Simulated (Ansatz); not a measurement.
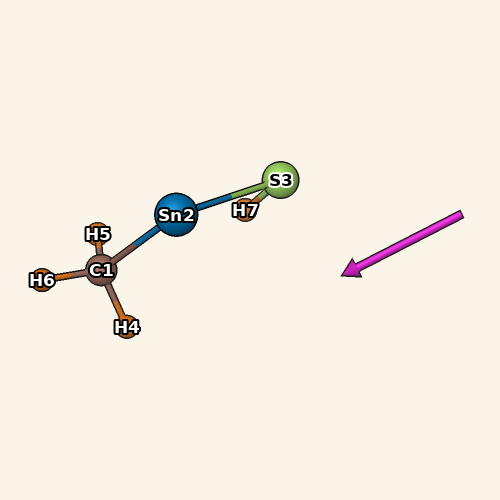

The arrow beside the molecule shows the direction of the dipole moment, from the negative to the positive end (its length means nothing). Computed geometry: PBE-D4/def2-SVP optimisation. No frequency run is at hand to confirm it as a minimum. Level of theory: RKS PBE-D4/def2-SVP, core potentials on Sn (Ansatz 0.2.0).

**How large is the dipole moment?**

1.80 D; it points from the side of S3 to the side of H6 (the outermost atoms at the two ends).
